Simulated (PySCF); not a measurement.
C₈H₇FS (SMILES C=Cc1c(F)cccc1S)

```xyz
17

C     2.2858   -1.3439   -1.3139
C     1.5434   -0.2639   -1.0973
C     0.3663   -0.1329   -0.2498
C    -0.2267   -1.1813    0.4594
F     0.2881   -2.4258    0.3860
C    -1.3458   -1.0242    1.2541
C    -1.9225    0.2275    1.3666
C    -1.3749    1.2980    0.6862
C    -0.2508    1.1246   -0.1093
S     0.4249    2.5181   -0.9652
H     3.1355   -1.2920   -1.9735
H     2.0962   -2.3009   -0.8642
H     1.8221    0.6561   -1.5972
H    -1.7459   -1.8816    1.7710
H    -2.7962    0.3689    1.9830
H    -1.8255    2.2760    0.7752
H    -0.4810    3.3894   -0.5211
```

Geometry: GFN2-xTB.

Theory: PBE0/pcSseg-1, SCF density, gas phase, non-relativistic (PySCF 2.14.0).

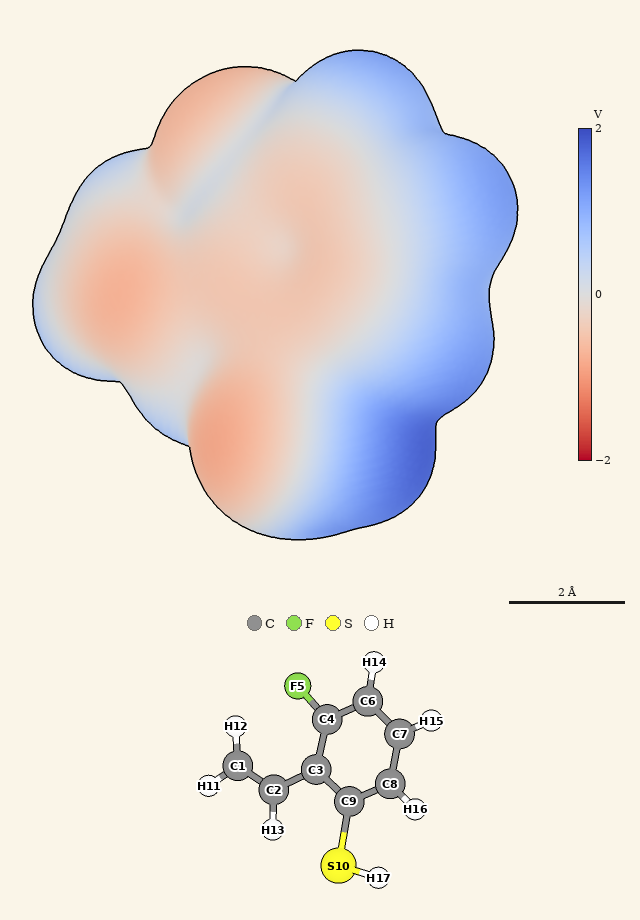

Figure 1. The molecular electrostatic potential painted on the density surface at 0.002 e/bohr³, seen at a tilt; the colour scale runs from red (negative) to blue (positive). The bare structure is drawn below in the same view.

> Describe the electrostatic potential map.

The most negative region (about −0.8 V) lies over S10, the most positive (about +1.7 V) over H16 and H17.

> What dipole moment does the calculation give?

Its dipole moment is 1.94 D.

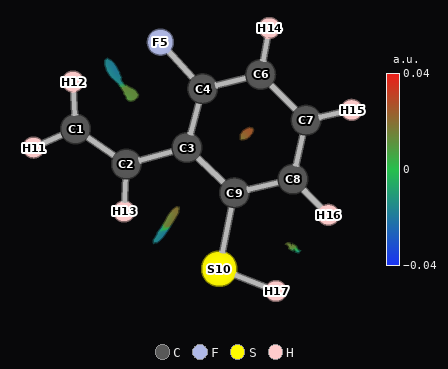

Figure 2. Non-covalent interaction (NCI) plot: the surface where the reduced density gradient is 0.4, for densities under 0.05 a.u., coloured by sign(λ₂)ρ; seen at a tilt.

> Identify the weak interactions.

- Between H13 and C2 on one side and S10 on the other: a weak contact, attractive (blue-green) on one side and crowded (olive to red) on the other
- Between H12 and C1 on one side and F5 on the other: a weak contact, attractive (blue-green) on one side and crowded (olive to red) on the other
- Inside the ring or cage of C3, C4, C6, C7, C8 and C9: steric crowding (red)
